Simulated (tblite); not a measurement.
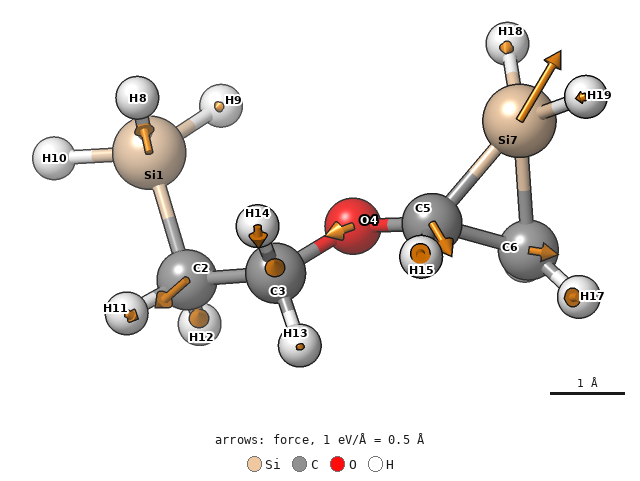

Starting geometry of C4H12OSi2 with the computed forces as orange arrows. Style: ball-and-stick. Shown at a tilt.

All numbers below come from GFN2-xTB geometry optimisation, gas phase in tblite. 

Is this structure relaxed? If not, where do the atoms go?

Answer. It isn't relaxed: the largest force vector, on a Si atom, is 2.28 eV/Å. The final displacements have little in common with the starting forces (cosine between the two patterns 0.10). The atom that moves furthest after the best rigid fit is an H atom (1.65 Å). Largest moves by element: H 1.65 Å, O 1.06 Å, Si 0.65 Å, C 0.52 Å. Some distances before and after: O–Si 3.018 → 2.649 Å, C–Si 1.837 → 1.890 Å, C–Si 1.862 → 1.905 Å, C–C 1.480 → 1.515 Å. Bond angles that change, for instance: C–O–C 107.3° → 114.9°, Si–C–H 114.6° → 121.7°, H–C–H 117.7° → 111.8°. Groups turn about C–C by about 95°, C–O by about 60°. Over 179 geometry steps the energy falls by 13.3 kcal/mol. The run took 2.4 s on 1 thread of Arm Neoverse N1, on a shared host.
